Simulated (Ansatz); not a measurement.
# Be3N2 (P-3m1): following an unstable mode

Aim: this structure of Be3N2 (P-3m1) is to be tested for unstable modes, and one is followed downhill.

Main program and level: Ansatz 0.2.0; DFT PBEsol, scalar-relativistic, plane waves, PAW.

### Step 1. The starting structure

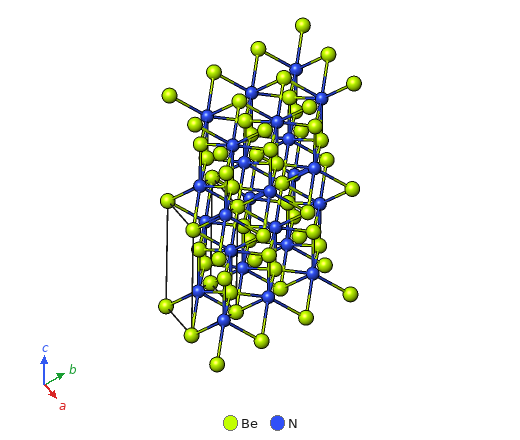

The starting structure, seen slightly off an axis (beryllium green, nitrogen blue). 2×3×2 cells are drawn. Bonds to atoms that aren't drawn are left out. Some periodic images of atoms are drawn too.

As a file:

```cif
data_structure
_symmetry_space_group_name_H-M 'P 1'
_symmetry_Int_Tables_number 1
_cell_length_a 2.8051
_cell_length_b 2.8051
_cell_length_c 4.6328
_cell_angle_alpha 90.000
_cell_angle_beta 90.000
_cell_angle_gamma 120.000
_cell_volume 31.57
loop_
_atom_site_label
_atom_site_type_symbol
_atom_site_fract_x
_atom_site_fract_y
_atom_site_fract_z
_atom_site_occupancy
Be1 Be 0.00000 0.00000 0.00000 1
Be2 Be 0.66667 0.33333 0.64908 1
Be3 Be 0.33333 0.66667 0.35092 1
N4 N 0.33333 0.66667 0.74765 1
N5 N 0.66667 0.33333 0.25235 1
```

### Step 2. The dispersion

The cell comes from relaxations at this level that are not shown. Stability and thermal properties need the whole zone. Linear response on a 4×4×4 q mesh gives force constants as far as a supercell of that size would, and the tensors from the zone-centre run are typed in so that the long-range dipole term is interpolated apart.

input.yaml reads:

```yaml
crystal:
  lattice:
    - [2.8050806161, 0.0, 0.0]
    - [-1.4025403081, 2.4292710732, 0.0]
    - [0.0, 0.0, 4.6328422625]
  atoms:
    - { symbol: Be, position: [0.0, 0.0, 0.0] }
    - { symbol: Be, position: [0.6666666667, 0.3333333333, 0.6490792928] }
    - { symbol: Be, position: [0.3333333333, 0.6666666667, 0.3509207072] }
    - { symbol: "N", position: [0.3333333333, 0.6666666667, 0.7476525402] }
    - { symbol: "N", position: [0.6666666667, 0.3333333333, 0.2523474598] }
kpoints:
  mp_grid: { grid: [12, 12, 8] }
hamiltonian:
  xc: pbesol
scf:
  occupations: { method: fixed }
output:
  eigenvalues: true
phonons:
  method: dfpt
  qmesh: [4, 4, 4]
  temperatures: { t_max: 1000, t_step: 50 }
  qpath:
    path:
      - [[0.0, 0.0, 0.0], [0.5, 0.0, 0.0], [0.33333333, 0.33333333, 0.0], [0.0, 0.0, 0.0], [0.0, 0.0, 0.5], [0.5, 0.0, 0.5], [0.33333333, 0.33333333, 0.5], [0.0, 0.0, 0.5]]
      - [[0.5, 0.0, 0.5], [0.5, 0.0, 0.0]]
      - [[0.33333333, 0.33333333, 0.5], [0.33333333, 0.33333333, 0.0]]
    npoints: 10
  non_analytic_term:
    high_frequency_dielectric_tensor: [[5.0152, 0.0, 0.0], [0.0, 5.0152, 0.0], [0.0, 0.0, 5.6089]]
    born_effective_charges:
      - { species: Be, tensor: [[2.2979, 0.0, 0.0], [0.0, 2.2979, 0.0], [0.0, 0.0, 2.5048]] }
      - { species: Be, tensor: [[1.5949, 0.0, 0.0], [0.0, 1.5949, 0.0], [0.0, 0.0, 1.6507]] }
      - { species: Be, tensor: [[1.5949, 0.0, 0.0], [0.0, 1.5949, 0.0], [0.0, 0.0, 1.6507]] }
      - { species: "N", tensor: [[-2.7439, 0.0, 0.0], [0.0, -2.7439, 0.0], [0.0, 0.0, -2.9031]] }
      - { species: "N", tensor: [[-2.7439, 0.0, 0.0], [0.0, -2.7439, 0.0], [0.0, 0.0, -2.9031]] }
    source: "zone-centre run at this cell"
```

Started as:

```console
> ansatz run input.yaml --threads 4 --pin off --max-ram 7168MiB --backend cpu --events-out ev --progress --plain --runs-dir out
```

Numbers of over 12 decimals in the logs are rounded to 6 here.

Log:

```text
Warning: phonons: the dynamical matrix that this run interpolates holds no multipole term above the dipole-dipole one, and a site of this crystal is no centre of inversion, so its interpolated transverse optical and acoustic branches and sound speeds can stay off near Gamma, and the density of states and the thermodynamics with them. What a run solves at a wave vector of phonons.qpoints, Gamma apart, where the deck admits one, is free of this, and under fd what a larger phonons.supercell samples
Engine: ansatz 0.2.0, aarch64-unknown-linux-gnu
Pseudopotentials: kind: paw
Pseudopotential: Be, paw, valence charge 2, recommended cutoff 420 eV (normal), Be.paw.azcp
Pseudopotential: N, paw, valence charge 5, recommended cutoff 420 eV (normal), N.paw.azcp
Functional definition: PBEsol
  exchange = pbesol_x
  correlation = pbesol_c
Crystal: 5 atoms, lattice volume = 31.570 Å³
Basis set: ecut = 420 eV, 627 PW (Γ), exchange–correlation on 40×40×64 points (8 copies of the dense FFT grid, shifted against one another)
Bands: 13, of which v1, the nominal top of the filled ones, is band 8 counted from 1 (7 counted from 0)
Symmetry: 12 space group operations
k-points: 131 of 1152
Non-local potential: Be, projectors of the file, l = 0: 2, l = 1: 2, l = 2: 1
Non-local potential: N, projectors of the file, l = 0: 2, l = 1: 2, l = 2: 1
PAW form: soft (Blöchl's): semilocal exchange-correlation on the pseudo side does not see the compensation charge
PAW frozen core: Be, regenerated for the run's functional, and the local potential with it (the file was generated under x = pbe(κ = 0.804, μ = 0.219515), c = pbe(β = 0.066725))
PAW frozen core: N, regenerated for the run's functional, and the local potential with it (the file was generated under x = pbe(κ = 0.804, μ = 0.219515), c = pbe(β = 0.066725))
PAW one-centre angular grid: Be, 110 points (default); XC on 64 Gauss nodes
PAW one-centre angular grid: N, 110 points (default); XC on 64 Gauss nodes
Initial density: superposition of atomic densities (neutral atoms: chi_scale 0, normalization atom), corrected by the library's trained network
Initial wavefunctions: pseudopotential atomic-orbital guess
Functional: x = pbesol(κ = 0.804, μ = 0.123457), c = pbesol(β = 0.046)
SCF iter   1: F=—  HF=-1032.815977 eV  |F-HF|=—  |Δ(HF+E_count)|=         —  Δρ=1.02e-2  dr2=3.33e-2  ethr=1.77e-3  ⟨swp⟩=5.0  Hψ=9218  notcnv=0  defer=363
preconditioner: auto → none  [insulator: Δε(μ)=4.122 eV  Ē_g=14.998 eV  n_scr=2 (ndim 8)  ℏωp=26.4 eV  f_vac=0.000  ε∞_Penn≈4.1]
SCF iter   2: F=—  HF=-1032.807008 eV  |F-HF|=—  |Δ(HF+E_count)|=   8.97e-3  Δρ=3.46e-3  dr2=3.08e-3  ethr=2.08e-4  ⟨swp⟩=2.7  Hψ=3916  notcnv=0  defer=385
SCF iter   3: F=—  HF=-1032.805990 eV  |F-HF|=—  |Δ(HF+E_count)|=   1.02e-3  Δρ=9.35e-4  dr2=1.55e-4  ethr=1.93e-5  ⟨swp⟩=2.0  Hψ=2630  notcnv=0  defer=387
SCF iter   4: F=—  HF=-1032.805936 eV  |F-HF|=—  |Δ(HF+E_count)|=   5.38e-5  Δρ=1.95e-4  dr2=2.86e-5  ethr=9.66e-7  ⟨swp⟩=2.3  Hψ=2630  notcnv=0  defer=214
SCF iter   5: F=—  HF=-1032.805927 eV  |F-HF|=—  |Δ(HF+E_count)|=   9.20e-6  Δρ=3.60e-5  dr2=1.54e-7  ethr=1.78e-7  ⟨swp⟩=2.1  Hψ=2243  notcnv=0  defer=131
SCF iter   6: F=—  HF=-1032.805926 eV  |F-HF|=—  |Δ(HF+E_count)|=   6.08e-7  Δρ=6.17e-6  dr2=8.20e-9  ethr=9.62e-10  ⟨swp⟩=2.5  Hψ=2700  notcnv=0  defer=132
SCF iter   7: F=—  HF=-1032.805926 eV  |F-HF|=—  |Δ(HF+E_count)|=   1.14e-9  Δρ=5.56e-7  dr2=2.72e-11  ethr=5.12e-11  ⟨swp⟩=2.8  Hψ=2731  notcnv=0  defer=132
SCF iter   8: F=-1032.805926 eV  HF=-1032.805926 eV  |F-HF|=4.55e-13  |Δ(HF+E_count)|=  1.75e-11  Δρ=3.38e-8  dr2=1.80e-13  ethr=1.00e-12  ⟨swp⟩=9.4  Hψ=8500  notcnv=0
SCF 1 converged in 8 iterations: F = -1032.805926 eV  dr2 = 1.80e-13
  greatest PAW one-centre occupation: 0.779 electrons in one spin orbital (limit 2), on the N atom at site 4 (counted from 0), in its partial waves of l = 0
NSCF: frozen V_eff on 131 k-points
NSCF: frozen V_eff on 320 k-points
DFPT response loops at q = (0, 0, 0) (fractional): preconditioner auto → none (the input reference at scf.mixing.eps_inf says where Resta's filter doesn't serve); β = 0.50; Broyden in place of MSR1
NSCF: frozen V_eff on 1248 k-points
DFPT response loops at q = (0, 0, 0.25) (fractional): preconditioner auto → Resta (q_TF=auto, 2.436 Å⁻¹)  ε∞=3.8 (no band partly filled); β = 1.00, the filter's whole step (`scf.mixing.beta` (0.50) is not read by the response loops at its default; to damp them type it under 1.00, their step now; it binds the ground state too); Broyden in place of MSR1
NSCF: frozen V_eff on 640 k-points
DFPT response loops at q = (0, 0, -0.5) (fractional): mixed as the last ones told, above
NSCF: frozen V_eff on 1248 k-points
DFPT response loops at q = (0, 0.25, 0) (fractional): preconditioner auto → none (the input reference at scf.mixing.eps_inf says where Resta's filter doesn't serve); β = 0.50; Broyden in place of MSR1
NSCF: frozen V_eff on 1248 k-points
DFPT response loops at q = (0, 0.25, 0.25) (fractional): mixed as the last ones told, above
NSCF: frozen V_eff on 1248 k-points
DFPT response loops at q = (0, 0.25, -0.5) (fractional): preconditioner auto → Resta (q_TF=auto, 2.436 Å⁻¹)  ε∞=3.8 (no band partly filled); β = 1.00, the filter's whole step (`scf.mixing.beta` (0.50) is not read by the response loops at its default; to damp them type it under 1.00, their step now; it binds the ground state too); Broyden in place of MSR1
NSCF: frozen V_eff on 1248 k-points
DFPT response loops at q = (0, 0.25, -0.25) (fractional): preconditioner auto → none (the input reference at scf.mixing.eps_inf says where Resta's filter doesn't serve); β = 0.50; Broyden in place of MSR1
NSCF: frozen V_eff on 640 k-points
DFPT response loops at q = (0, -0.5, 0) (fractional): mixed as the last ones told, above
NSCF: frozen V_eff on 1248 k-points
DFPT response loops at q = (0, -0.5, 0.25) (fractional): mixed as the last ones told, above
NSCF: frozen V_eff on 640 k-points
DFPT response loops at q = (0, -0.5, -0.5) (fractional): mixed as the last ones told, above
NSCF: frozen V_eff on 2304 k-points
DFPT response loops at q = (0.25, 0.25, 0) (fractional): mixed as the last ones told, above
NSCF: frozen V_eff on 2304 k-points
DFPT response loops at q = (0.25, 0.25, 0.25) (fractional): mixed as the last ones told, above
NSCF: frozen V_eff on 2304 k-points
DFPT response loops at q = (0.25, 0.25, -0.5) (fractional): mixed as the last ones told, above
SCF converged after 8 iterations
Free energy (F): -1032.805926 eV
Harris-Foulkes:  -1032.805926 eV  (|F-HF|=4.55e-13)
Internal energy: -1032.805926 eV  (E = F + TS)
E sigma→0 (E₀):  -1032.805926 eV
Fermi energy:    9.356234 eV
--- Per-component energies (eV) ---
  E_band       = 43.338182
  E_kinetic    = 333.134711
  E_local      = -366.593396  (includes V_loc(G=0)·N_el)
  E_nonlocal   = 104.208435
  E_hartree    = 117.363098
  E_xc         = -181.400152
  E_vxc        = -219.101340  (∫ρ·V_xc dr)
  E_paw        = -417.191894  (= ΣΔE_a)
  E_vpaw       = -43.036618  (= ΣTr[D̂ρ^β])
  E_aug_tail   = 0.000188  (compensation charges beyond the density's cutoff)
  E_ewald      = -622.411707
  E_core_change = 0.084792  (= ΣΔE_core)
  E_smearing   = -0.000000  (= −TS)
  E_closure    = -0.000000  (closes the sum)
  Σ components = -1032.805926   (vs F -1032.805926, Δ=0.00e0)
--- Band table (eV; the first three rows and the last of 131) ---
  k-point 0: bands = [... 4 lower, 7.8405, 8.9861, 8.9861, 9.3146, 15.8580, 16.5296, 17.6917, 17.6917, ... 1 higher]
  k-point 1: bands = [... 4 lower, 7.8687, 8.8727, 8.9619, 8.9619, 16.0529, 16.5640, 17.6191, 17.6191, ... 1 higher]
  k-point 2: bands = [... 4 lower, 7.9437, 7.9437, 8.8957, 8.8957, 16.1336, 17.0379, 17.4628, 17.4628, ... 1 higher]
  k-point 130: bands = [... 4 lower, 3.0593, 3.4788, 7.8513, 7.8513, 15.9034, 15.9034, 16.8587, 18.7373, ... 1 higher]
--- Phonons (Γ-DFPT): 6 representative perturbations + reference (Σ response iterations 17) ---
  ASR residual: 3.354e-4 → 0.000e0 eV/Å²; symmetrization residual: 7.961e-7 eV/Å²
  ASR residual per site (eV/Å²): 1.45e-5 3.35e-4 3.35e-4 3.25e-5 3.25e-5
  Γ frequencies (cm⁻¹): -90.30 -90.30 0.00 0.00 0.00 267.02 413.93 413.93 586.37 773.65 799.82 809.06 809.06 817.56 817.56
--- Phonons (arbitrary-q DFPT): 13 irreducible q on the 4×4×4 mesh ---
  q = [0.0000, 0.0000, 0.0000] (star 1, of the zone-centre solve; hermiticity 1.00e-7, symmetrization 1.94e-11): -90.30 -90.30 -0.00 -0.00 0.00 267.02 413.93 413.93 586.37 773.65 799.82 809.06 809.06 817.56 817.56
  q = [0.0000, 0.0000, 0.2500] (star 2, 6 solved perturbations in 2616 linear systems a pass and spin channel, the states on 624 of 1152 k-point pairs; hermiticity 4.75e-8, symmetrization 2.43e-10): -76.68 -76.68 103.59 103.59 216.15 406.57 406.57 537.88 751.25 808.09 808.09 817.56 817.56 818.46 887.36
  q = [0.0000, 0.0000, -0.5000] (star 1, 6 solved perturbations in 1353 linear systems a pass and spin channel, the states on 320 of 1152 k-point pairs; hermiticity 7.04e-5, symmetrization 1.42e-5): -68.64 -68.64 153.66 153.66 397.73 397.73 404.52 404.66 747.01 807.17 807.17 817.51 817.51 837.14 882.93
  q = [0.0000, 0.2500, 0.0000] (star 6, 9 solved perturbations on 624 of 1152 k-point pairs; hermiticity 2.43e-8, symmetrization 2.49e-11): -72.22 114.42 238.26 304.05 369.71 452.35 505.33 552.11 578.50 659.77 742.62 782.74 817.48 914.48 1051.90
  q = [0.0000, 0.2500, 0.2500] (star 6, 9 solved perturbations on 624 of 1152 k-point pairs; hermiticity 2.63e-8, symmetrization 2.24e-11): -156.35 -62.08 259.10 303.10 409.01 491.71 498.42 548.47 623.97 639.52 726.59 782.75 816.18 914.79 1059.43
  q = [0.0000, 0.2500, -0.5000] (star 6, 9 solved perturbations on 624 of 1152 k-point pairs; hermiticity 2.69e-8, symmetrization 2.23e-11): -206.79 -43.01 300.04 366.93 386.36 445.69 479.21 567.57 610.66 677.60 703.17 784.69 813.31 954.45 1020.86
  q = [0.0000, 0.2500, -0.2500] (star 6, 9 solved perturbations on 624 of 1152 k-point pairs; hermiticity 2.69e-8, symmetrization 2.26e-11): -182.94 182.66 273.24 323.65 330.08 460.26 491.24 542.80 590.29 677.39 724.71 784.62 814.69 962.28 1006.58
  q = [0.0000, -0.5000, 0.0000] (star 3, 9 solved perturbations on 320 of 1152 k-point pairs; hermiticity 4.53e-6, symmetrization 4.68e-6): 79.30 142.65 308.06 318.26 441.28 492.83 508.04 568.60 699.17 742.78 763.30 766.96 817.55 929.60 943.57
  q = [0.0000, -0.5000, 0.2500] (star 6, 9 solved perturbations on 624 of 1152 k-point pairs; hermiticity 2.07e-8, symmetrization 1.17e-9): -161.78 95.98 291.72 381.83 441.92 483.39 528.29 556.75 655.78 746.88 767.13 785.56 813.62 894.34 1003.19
  q = [0.0000, -0.5000, -0.5000] (star 3, 9 solved perturbations on 320 of 1152 k-point pairs; hermiticity 1.45e-5, symmetrization 1.04e-5): -213.87 -39.54 270.88 436.32 446.34 456.18 538.53 572.44 604.53 759.45 771.70 788.37 808.94 884.55 1035.85
  q = [0.2500, 0.2500, 0.0000] (star 6, 6 solved perturbations in 5220 linear systems a pass and spin channel, the states on 1152 of 1152 k-point pairs; hermiticity 7.00e-7, symmetrization 2.16e-11): -144.76 63.15 249.76 436.89 492.63 522.31 541.05 611.70 663.17 687.97 736.54 777.98 845.83 870.34 957.75
  q = [0.2500, 0.2500, 0.2500] (star 12, 9 solved perturbations on 1152 of 1152 k-point pairs: no pair is spared here; hermiticity 2.39e-8, symmetrization 2.03e-15): -89.73 146.87 207.59 411.61 470.52 507.29 529.30 636.56 659.11 677.90 738.60 785.91 838.89 905.99 961.47
  q = [0.2500, 0.2500, -0.5000] (star 6, 6 solved perturbations in 5220 linear systems a pass and spin channel, the states on 1152 of 1152 k-point pairs; hermiticity 1.32e-5, symmetrization 2.97e-6): 70.18 140.88 220.73 408.60 416.93 480.59 571.98 583.53 673.23 696.25 735.25 794.58 833.32 949.14 950.98
  sum rule: each row above includes the acoustic sum rule's correction from the zone centre's row sums; it moved no ω² by more than (3.18 cm⁻¹)²
  mesh force constants: q→R imaginary residual 1.55e-18; ASR residual 3.354e-4 → 0.000e0 eV/Å²; symmetrization residual 2.132e-14 eV/Å²
  interpolated dispersion: 94 rows × 15 modes
  density of states and harmonic sums: on the 28×28×16 q-mesh, interpolated from the force constants of a 4×4×4 supercell (with the dipole–dipole term of supplied tensors)
  largest difference from the sums on the solved wave vectors: F 2.19e-2 eV, S 3.20e-5 and C_V 9.76e-6 eV/K
  zero-point energy: 0.513269 eV/cell   skipped modes (ω ≤ 0): 1316, of them read as no rigid motion or as one in doubt: 1313 (1.088e0 modes/cell left out, lowest -213.87 cm⁻¹)   left out of the sums: 7.25e-2 of the cell's modes: C_V's classical limit lies that fraction below 3 k_B per atom; for a crystal, a wire or a layer, F and S can be off by more, and a phonons.interpolated_qmesh denser along its periods is the remedy for the sampling
```

Wall time 7.4 min (4 threads of Arm Neoverse V1, shared host); peak memory 1.4 GiB.

Reading the cycles: dr2 is the Hartree energy of the density residual (eV), the measure of convergence; HF is the Harris–Foulkes estimate of the energy, which meets the free energy F at convergence.

This step gave:

```
gap on the k-mesh                                       : 4.224 eV
volume per atom                                         : 6.314 Å³
sum-rule residual before enforcement                    : 3.35e-4 eV/Å²
lowest frequency on the path                            : -213.9 cm⁻¹
point group                                             : -3m
highest frequency on the path or at a solved wavevector : 1090 cm⁻¹
highest optical mode at the zone centre (no LO-TO term) : 817.6 cm⁻¹
lowest optical zone-centre mode                         : -90.3 cm⁻¹
lowest mode on the q mesh (acoustic modes at Γ apart)   : -213.9 cm⁻¹
```

Frequencies (cm⁻¹) solved at each irreducible wavevector; negative means imaginary. Frequencies by wavevector, by row:

```tsv
q in reciprocal lattice units	star	mode 1	mode 2	mode 3	mode 4	mode 13	mode 14	mode 15
0 0 0	1	-90.3	-90.3	0	0	809.1	817.6	817.6
0 0 0.25	2	-76.7	-76.7	103.6	103.6	817.6	818.5	887.4
0 0 -0.5	1	-68.6	-68.6	153.7	153.7	817.5	837.1	882.9
0 0.25 0	6	-72.2	114.4	238.3	304.1	817.5	914.5	1052
0 0.25 0.25	6	-156.3	-62.1	259.1	303.1	816.2	914.8	1059
0 0.25 -0.5	6	-206.8	-43	300	366.9	813.3	954.5	1021
0 0.25 -0.25	6	-182.9	182.7	273.2	323.6	814.7	962.3	1007
0 -0.5 0	3	79.3	142.7	308.1	318.3	817.5	929.6	943.6
0 -0.5 0.25	6	-161.8	96	291.7	381.8	813.6	894.3	1003
0 -0.5 -0.5	3	-213.9	-39.5	270.9	436.3	808.9	884.5	1036
0.25 0.25 0	6	-144.8	63.1	249.8	436.9	845.8	870.3	957.8
0.25 0.25 0.25	12	-89.7	146.9	207.6	411.6	838.9	906	961.5
0.25 0.25 -0.5	6	70.2	140.9	220.7	408.6	833.3	949.1	951
```

Interpolated from a 4×4×4 q mesh, with the LO-TO term (at Γ the limit along the path; where Γ stands inside the path, tables give the limit on arrival). The phonon branches at the labelled points (cm⁻¹):

```tsv
point	branch 1	branch 2	branch 3	branch 4	branch 12	branch 13	branch 14	branch 15
Γ	-90	0	0	0	809	818	818	1090
M	79	143	308	318	767	818	930	944
K	-119	128	128	467	780	858	883	883
Γ	-90	0	0	0	809	818	818	1090
A	-69	-69	154	154	818	818	837	883
L	-214	-40	271	436	788	809	885	1036
H	175	175	209	417	810	847	914	914
A	-69	-69	154	154	818	818	837	883
jump to L	-214	-40	271	436	788	809	885	1036
M	79	143	308	318	767	818	930	944
jump to H	175	175	209	417	810	847	914	914
K	-119	128	128	467	780	858	883	883
```

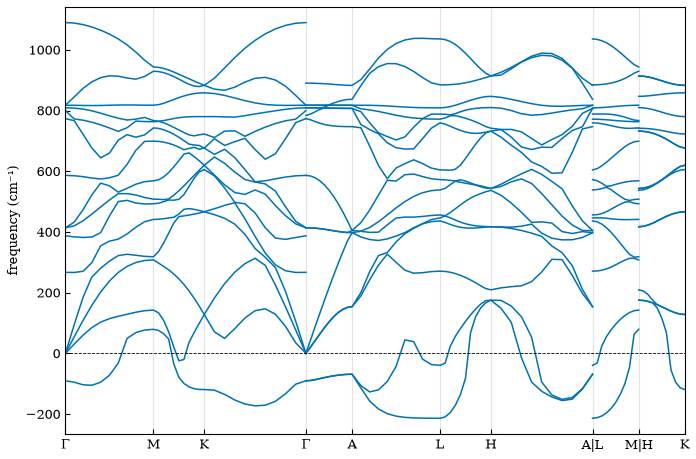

Phonon branches along the path.

Symmetry leaves 13 wavevectors to solve. The lowest mode among them, the acoustic zeros apart, lies at q = (0, -0.5, -0.5) and is imaginary, 213.9i cm⁻¹, so the energy falls along it.

[end of part 1 of 3]

[Logs are printed without paths, hosts, clocks, repeated set-up lines and the standing remarks that a program may print on its own settings, such as how far it seeks lower states.]

[Hosts, paths, dates, database ids (printed as entryN), source tags and the programs' standing remarks are cut or masked in the printed files.]
